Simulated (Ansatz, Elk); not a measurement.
# ZrCoCl6: X-ray structure factors from the self-consistent density

Structure refinements treat a crystal as free atoms side by side. For a made-up structure of ZrCoCl6 (cell and positions from a PBEsol relaxation) the runs below show what the calculated density changes in F(hkl).

Main program and level: Elk 11.2.3 (patched build); DFT, PBE, all-electron APW+lo, Dirac cores, scalar-relativistic bands, static density, ferromagnetic start.

The structure was built from a prototype and need not be the compound's stable phase.

**1. The structure**

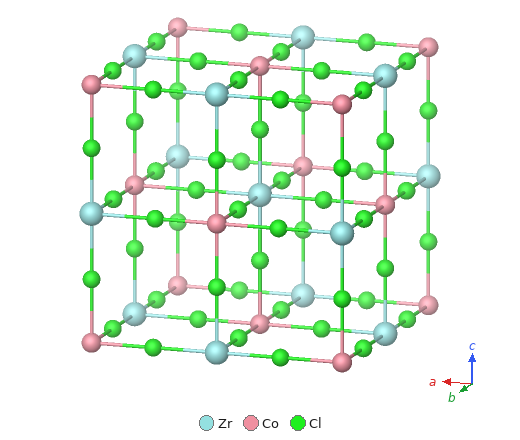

The cell as given, from a free direction (zirconium light teal, cobalt pink, chlorine green). This picture shows the conventional cell, with its axes. Some periodic images of atoms are drawn too.

**2. Ground state and structure factors**

An all-electron density is needed, since X-rays see the cores too. Task 0 finds the density and task 195 Fourier-transforms it; tshift is off so that phases refer to the origin typed.

The input, elk.in:

```
tasks
  0
  195
  196

xctype
  20

spinpol
  .true.

rgkmax
  7.0

gmaxvr
  14.0

lmaxo
  7

lmaxapw
  8

swidth
  0.002

tshift
  .false.

ramdisk
  .false.

hmaxvr
  5.5

maxscl
  120

epspot
  1e-06

reducebf
  0.8

sppath
  './'

avec
  0.00000000000 9.10049504985 9.10049504985
  9.10049504985 -0.00000000000 9.10049504985
  9.10049504985 9.10049504985 0.00000000000

atoms
  3
  'Zr.in'
  1
  0.5000000000 0.5000000000 0.5000000000   0.000000 0.000000 0.000000
  'Co.in'
  1
  0.0000000000 -0.0000000000 0.0000000000   0.000000 0.000000 -0.120000
  'Cl.in'
  6
  0.7539386924 0.7539386924 0.2460613076   0.000000 0.000000 0.000000
  0.2460613076 0.2460613076 0.7539386924   0.000000 0.000000 0.000000
  0.7539386924 0.2460613076 0.7539386924   0.000000 0.000000 0.000000
  0.2460613076 0.7539386924 0.7539386924   0.000000 0.000000 0.000000
  0.2460613076 0.7539386924 0.2460613076   0.000000 0.000000 0.000000
  0.7539386924 0.2460613076 0.2460613076   0.000000 0.000000 0.000000

ngridk
  4 4 4
```

Launch:

```bash
OMP_NUM_THREADS=4 elk
```

Numbers of over 12 decimals in the logs are rounded to 6 here.

What it wrote:

```text
┌─────────────────────────┐
│ Elk code version 11.2.3 │
└─────────────────────────┘

All units are atomic (Hartree, Bohr, etc.)

┌─────────────────────────────────────────────────┐
│ Ground-state run starting from atomic densities │
└─────────────────────────────────────────────────┘

Lattice vectors :
   0.000000000       9.100495050       9.100495050
   9.100495050      -0.000000000       9.100495050
   9.100495050       9.100495050       0.000000000

Reciprocal lattice vectors :
 -0.3452111821      0.3452111821      0.3452111821
  0.3452111821     -0.3452111821      0.3452111821
  0.3452111821      0.3452111821     -0.3452111821

Unit cell volume      :    1507.387984
Brillouin zone volume :   0.1645563160

Muffin-tin inner radius fraction :   0.1000000000E-01

Nuclei treated as point charges

Species : 1 (Zr)
 parameters loaded from : Zr.in
 name : zirconium
 nuclear charge    :   -40.00000000
 electronic charge :    40.00000000
 atomic mass :    166291.1793
 muffin-tin radius :    2.476465131
 number of radial points in muffin-tin :   1193
 inner part over the whole radius :   0.9975577730E-02
 number on inner part of muffin-tin    :    847
 approximate nuclear radius :   0.8202877663E-04
 number of mesh points to nuclear radius :    418
 atomic positions (lattice), magnetic fields (Cartesian) :
  1 :   0.50000000  0.50000000  0.50000000    0.00000000  0.00000000  0.00000000

Species : 2 (Co)
 parameters loaded from : Co.in
 name : cobalt
 nuclear charge    :   -27.00000000
 electronic charge :    27.00000000
 atomic mass :    107428.6517
 muffin-tin radius :    2.364278139
 number of radial points in muffin-tin :    993
 inner part over the whole radius :   0.9884917347E-02
 number on inner part of muffin-tin    :    700
 approximate nuclear radius :   0.7243775530E-04
 number of mesh points to nuclear radius :    333
 atomic positions (lattice), magnetic fields (Cartesian) :
  1 :   0.00000000  0.00000000  0.00000000    0.00000000  0.00000000 -0.12000000

Species : 3 (Cl)
 parameters loaded from : Cl.in
 name : chlorine
 nuclear charge    :   -17.00000000
 electronic charge :    17.00000000
 atomic mass :    64626.86550
 muffin-tin radius :    2.064281285
 number of radial points in muffin-tin :    793
 inner part over the whole radius :   0.9990634384E-02
 number on inner part of muffin-tin    :    554
 approximate nuclear radius :   0.6305718926E-04
 number of mesh points to nuclear radius :    254
 atomic positions (lattice), magnetic fields (Cartesian) :
  1 :  -0.24606131 -0.24606131  0.24606131    0.00000000  0.00000000  0.00000000
  2 :   0.24606131  0.24606131 -0.24606131    0.00000000  0.00000000  0.00000000
  3 :  -0.24606131  0.24606131 -0.24606131    0.00000000  0.00000000  0.00000000
  4 :   0.24606131 -0.24606131 -0.24606131    0.00000000  0.00000000  0.00000000
  5 :   0.24606131 -0.24606131  0.24606131    0.00000000  0.00000000  0.00000000
  6 :  -0.24606131  0.24606131  0.24606131    0.00000000  0.00000000  0.00000000

Total number of atoms per unit cell :    8
Total muffin-tin volume :    340.0557561
 ratio of muffin-tin to unit cell volume :   0.2255927205

Spin treatment :
 spin-polarised
 global magnetic field (Cartesian) :    0.000000000       0.000000000       0.000000000
 collinear magnetisation in z-direction

Number of Bravais lattice symmetries :   48
Number of crystal symmetries         :   48
Crystal has inversion symmetry
Real symmetric eigensolver will be used

k-point grid :      4     4     4
k-point offset :    0.000000000       0.000000000       0.000000000
k-point set is reduced with full crystal symmetry group
Total number of k-points :        8

Muffin-tin radius times maximum |G+k| :    7.000000000
 using average radius
Maximum |G+k| for APW functions       :    3.250818470
Maximum (1/2)|G+k|²                   :    5.283910364
Maximum |G| for potential and density :    14.00000000
Constant for pseudocharge density :    9
 order of it for each species :   16  16  16
[...]
[... loops 3 to 15 left out ...]

┌──────────────────┐
│ Loop number : 16 │
└──────────────────┘

Energies :
 Fermi                       :     0.28071723866472E-01
 sum of occupied eigenvalues :     -4524.5982664296
 electron kinetic            :      7916.4848724733
 core electron kinetic       :      7598.1198240651
 Coulomb                     :     -15335.294866005
 Coulomb potential           :     -11995.786004503
 nuclear-nuclear             :     -778.18576022356
 electron-nuclear            :     -17133.476981524
 Hartree                     :      2576.3678757431
 Madelung                    :     -9337.4018637532
 xc potential                :     -445.15943007487
 xc effective B-field        :    -0.137670
 external B-field            :      0.000000
 exchange                    :     -335.90698089403
 correlation                 :     -7.305745
 electron entropic           :    -0.25066909637430E-02
 total energy                :     -7762.0252256210
 (external B-field energy excluded from total)

Density of states at Fermi energy :    205.2290865
 (states/Hartree/unit cell)

Estimated indirect band gap :   0.2923782165E-02
 from k-point 3 to k-point 5
Estimated direct band gap   :   0.6387239783E-02
 at k-point 8

Charges :
 core                        :    100.0000000
 valence                     :    69.00000000
 interstitial                :    13.80168207
 muffin-tins (core leakage)
  species : 1 (Zr)
[...]
species : 2 (Co)
[...]
species : 3 (Cl)
[...]
total in muffin-tins        :    155.1983179
 total calculated charge     :    168.9968247
 total charge                :    169.0000000
 error                       :   0.3175335801E-02

Moments :
 interstitial                :   0.9700757520E-01
 muffin-tins
  species : 1 (Zr)
[...]
species : 2 (Co)
[...]
species : 3 (Cl)
[...]
total in muffin-tins        :    2.902859275
 total moment                :    2.999866850

RMS change in Kohn-Sham potential (target) :   0.8495349754E-06 (  0.1000000000E-05)
Absolute change in total energy (target)   :   0.5681235234E-04 (  0.1000000000E-03)

Convergence targets achieved

┌──────────────────┐
│ Loop number : 17 │
└──────────────────┘

Energies :
 Fermi                       :     0.28069496495475E-01
 sum of occupied eigenvalues :     -4524.5982291073
 electron kinetic            :      7916.4849093234
 core electron kinetic       :      7598.1198214280
 Coulomb                     :     -15335.294899276
 Coulomb potential           :     -11995.785936623
 nuclear-nuclear             :     -778.18576022356
 electron-nuclear            :     -17133.477117436
 Hartree                     :      2576.3679783833
 Madelung                    :     -9337.4019309650
 xc potential                :     -445.15950575660
 xc effective B-field        :    -0.137667
 external B-field            :      0.000000
 exchange                    :     -335.90698282591
 correlation                 :     -7.305745
 electron entropic           :    -0.25066869449306E-02
 total energy                :     -7762.0252241908
 (external B-field energy excluded from total)

Density of states at Fermi energy :    205.2286454
 (states/Hartree/unit cell)

Estimated indirect band gap :   0.2923866717E-02
 from k-point 3 to k-point 5
Estimated direct band gap   :   0.6387251314E-02
 at k-point 8

Charges :
 core                        :    100.0000000
 valence                     :    69.00000000
 interstitial                :    13.80167845
 muffin-tins (core leakage)
  species : 1 (Zr)
[...]
species : 2 (Co)
[...]
species : 3 (Cl)
[...]
atom 4                    :    15.30803325     (  0.4233468369E-04)
   atom 5                    :    15.30803325     (  0.4233468369E-04)
   atom 6                    :    15.30803325     (  0.4233468369E-04)
 total in muffin-tins        :    155.1983215
 total calculated charge     :    168.9968247
 total charge                :    169.0000000
 error                       :   0.3175337634E-02

Moments :
 interstitial                :   0.9701726581E-01
 muffin-tins
  species : 1 (Zr)
[...]
species : 2 (Co)
[...]
species : 3 (Cl)
[...]
atom 4                    :   0.6313311560E-01
   atom 5                    :   0.6313311560E-01
   atom 6                    :   0.6313311560E-01
 total in muffin-tins        :    2.902849538
 total moment                :    2.999866804

┌──────────────────────────────┐
│ Self-consistent loop stopped │
└──────────────────────────────┘

Warning : core states of species 2 leak from the muffin-tin :   0.5597818865E-03

Wrote STATE.OUT
```

The job ended after 3.2 min (4 threads of Arm Neoverse V2, shared host; peak memory 0.71 GiB; 9.4 min of CPU time).

SFACRHO.OUT:

```text

h k l indices transformed by vhmat matrix:
   1.000000000       0.000000000       0.000000000    
   0.000000000       1.000000000       0.000000000    
   0.000000000       0.000000000       1.000000000    

      h      k      l  multipl.   |H|            Re(F)            Im(F)           |F|

      0      0      0      1   0.0000000       169.00000     -0.17553713E-15   169.00000    
     -1     -1     -1      8  0.59792331      -9.4846518      0.49683125E-13   9.4846518    
      0     -1     -1      6  0.69042236       91.134022     -0.21736367E-13   91.134022    
      1      1      2     12  0.97640467       29.214103      0.42165284E-13   29.214103    
      2      1      0     24   1.1449360      -11.069234     -0.44453322E-13   11.069234    
      2      2      2      8   1.1958466      -22.236838      0.87517479E-13   22.236838    
      0     -2     -2      6   1.3808447       122.76532     -0.40040677E-13   122.76532    
     -1      0      2     24   1.5047407      -12.600197      0.39223520E-14   12.600197    
      2      1     -1     24   1.5438313       71.996846     -0.65372533E-14   71.996846    
     -3     -1      0     24   1.6911825       26.883703     -0.37017197E-13   26.883703    
      0     -3     -2     24   1.7937699      -6.3244351      0.82369392E-13   6.3244351    
      0      3      0      8   1.7937699      -14.009029     -0.40530971E-13   14.009029    
      0     -2      2     12   1.9528093       103.13231      0.19810858E-13   103.13231    
      2     -2     -1     48   2.0422969      -8.0382620     -0.61450181E-13   8.0382620    
      0      3     -1     24   2.0712671       62.459928      0.17568868E-13   62.459928    
      0      3      3      6   2.0712671       63.153888      0.74851550E-13   63.153888    
     -1     -4     -3     24   2.1833072       25.025064     -0.67333709E-13   25.025064    
     -1     -1      3     24   2.2637011      -9.6258275     -0.77139589E-13   9.6258275
```

Elk indexes on the primitive cell of elk.in and gives |H| = 4π sin θ/λ in inverse bohr. Below, one row stands for each form hkl of the conventional cell (m members, Friedel mates merged), F is for one primitive cell and the density is static (no thermal factor). Free-atom factors are Waasmaier and Kirfel's, and R is Σm||F|−|F'||/Σm|F|.

```csv
hkl,m,sin θ/λ (Å⁻¹),"abs F, DFT",neutral atoms,diff.,ions,diff.
111,8,0.090,9.485,9.495,-0.010,8.377,+1.108
200,6,0.104,91.134,91.031,+0.103,89.459,+1.675
220,12,0.147,29.214,29.565,-0.351,28.293,+0.921
311,24,0.172,11.069,11.206,-0.137,10.887,+0.183
222,8,0.180,22.237,21.501,+0.736,22.049,+0.188
400,6,0.208,122.765,122.326,+0.439,122.195,+0.570
331,24,0.226,12.600,12.794,-0.194,12.615,-0.015
420,24,0.232,71.997,72.007,-0.010,72.034,-0.037
422,24,0.254,26.884,27.095,-0.212,27.370,-0.487
511,24,0.270,6.324,6.107,+0.217,6.036,+0.289
333,8,0.270,14.009,14.160,-0.151,14.047,-0.038
440,12,0.294,103.132,103.251,-0.119,103.175,-0.043
531,48,0.307,8.038,7.948,+0.090,7.922,+0.116
442,24,0.311,62.460,62.581,-0.121,62.714,-0.254
600,6,0.311,63.154,62.947,+0.206,63.079,+0.075
620,24,0.328,25.025,24.853,+0.172,25.162,-0.137
533,24,0.340,9.626,9.588,+0.038,9.590,+0.036
622,24,0.344,10.968,11.170,-0.202,10.721,+0.247
```

The ions are Zr4+, Co2+ and Cl−, by formal charge.

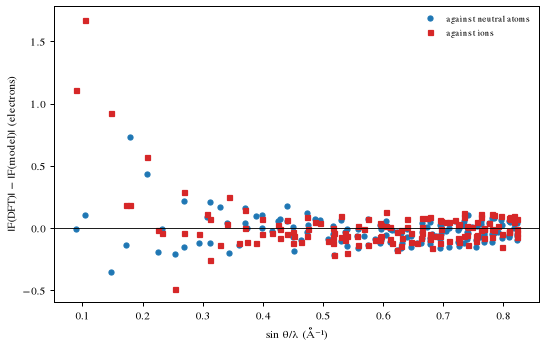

Difference between the calculated structure factors and the independent-atom ones.

**3. The magnetisation density**

The same run holds the spin density, and task 196 transforms it. The order is that of the start, and no other was tried.

SFACMAG_1.OUT:

```text

h k l indices transformed by vhmat matrix:
   1.000000000       0.000000000       0.000000000    
   0.000000000       1.000000000       0.000000000    
   0.000000000       0.000000000       1.000000000    

      h      k      l  multipl.   |H|            Re(F)            Im(F)           |F|

      0      0      0      1   0.0000000       2.9998669     -0.94540924E-18   2.9998669    
     -1     -1     -1      8  0.59792331       2.2384113      0.25536146E-17   2.2384113    
      0     -1     -1      6  0.69042236       2.4491362     -0.10214458E-16   2.4491362    
      1      1      2     12  0.97640467       2.0281840      0.10693261E-16   2.0281840    
      2      1      0     24   1.1449360       1.9353430     -0.51072291E-17   1.9353430    
      2      2      2      8   1.1958466       1.7071291      0.41496237E-17   1.7071291    
      0     -2     -2      6   1.3808447       1.9950420     -0.26174549E-16   1.9950420    
     -1      0      2     24   1.5047407       1.6653335      0.38304219E-17   1.6653335    
      2      1     -1     24   1.5438313       1.6972198      0.47880273E-17   1.6972198    
     -3     -1      0     24   1.6911825       1.4650552     -0.28728164E-17   1.4650552    
      0     -3     -2     24   1.7937699       1.4409951      0.71501208E-16   1.4409951    
      0      3      0      8   1.7937699       1.4330783     -0.22982531E-16   1.4330783    
      0     -2      2     12   1.9528093       1.3474779     -0.27050816E-17   1.3474779    
      2     -2     -1     48   2.0422969       1.2346192      0.19152109E-16   1.2346192    
      0      3     -1     24   2.0712671       1.1861976      0.95760546E-18   1.1861976    
      0      3      3      6   2.0712671       1.2840137      0.55860319E-16   1.2840137
```

The total moment is 3.00 μB a cell; sphere moments: Zr1 +0.06, Co2 +2.47, Cl3 +0.06, Cl4 +0.06, Cl5 +0.06, Cl6 +0.06, Cl7 +0.06, Cl8 +0.06 μB. Polarised neutrons measure spin and orbital magnetisation together; without spin-orbit coupling the run gives the spin part:

```csv
hkl,sin θ/λ (Å⁻¹),abs F_M (μB)
111,0.090,2.238
200,0.104,2.449
220,0.147,2.028
311,0.172,1.935
222,0.180,1.707
400,0.208,1.995
331,0.226,1.665
420,0.232,1.697
422,0.254,1.465
511,0.270,1.441
333,0.270,1.433
440,0.294,1.347
531,0.307,1.235
442,0.311,1.186
```

**4. The highest occupied states alone**

An energy window below the Fermi level keeps the highest occupied states, to see at which angles they scatter; shallow core shells can lie inside it and anion s states outside. No new self-consistency is needed.

elk.in, as its differences from that of step 2:

```diff
@@ -1,5 +1,3 @@
 tasks
-  0
   195
-  196
 
@@ -44,2 +42,5 @@
 
+wsfac
+  -0.523170 0.328070
+
 sppath
```

Launch:

```bash
OMP_NUM_THREADS=4 elk
```

What it wrote:

```text
┌─────────────────────────────────┐
│ Elk code version 11.2.3 started │
└─────────────────────────────────┘

Info(readinput): the functional depends on the density's gradient
 muffin-tin radial points multiplied by    2.00000
 (not where nrmtscf is given)

┌────────────────────┐
│ Current task : 195 │
└────────────────────┘
Info(checkmt): changed muffin-tin radius of species 1 (Zr) from   2.6000 to   2.4765
Info(checkmt): changed muffin-tin radius of species 2 (Co) from   2.4000 to   2.3643
Info(checkmt): changed muffin-tin radius of species 3 (Cl) from   2.2000 to   2.0643

Info(sfacrho): density structure factors written to SFACRHO.OUT

 Energy window :  -0.5231700000      0.3280700000

┌──────────────────┐
│ Elk code stopped │
└──────────────────┘
```

Elapsed: 29 s, on 4 threads; peak memory 0.46 GiB; 34 s of CPU time.

States within 15 eV below the Fermi level hold 54.48 electrons; any levels below the window count with the cores, and a count that is not whole means the window cuts a band. Their amplitudes can exceed the total, where window and core parts have opposite phase:

```csv
hkl,sin θ/λ (Å⁻¹),"abs F, window","abs F, all"
111,0.090,6.191,9.485
200,0.104,19.353,91.134
220,0.147,1.266,29.214
311,0.172,4.814,11.069
222,0.180,12.744,22.237
400,0.208,19.033,122.765
331,0.226,3.831,12.600
420,0.232,7.941,71.997
422,0.254,1.332,26.884
511,0.270,3.694,6.324
```

[end of part 1 of 2]

[Logs are printed without paths, hosts, clocks, repeated set-up lines and the standing remarks that a program may print on its own settings, such as how far it seeks lower states.]

[Hosts, paths, dates, database ids (printed as entryN), source tags and the programs' standing remarks are cut or masked in the printed files.]
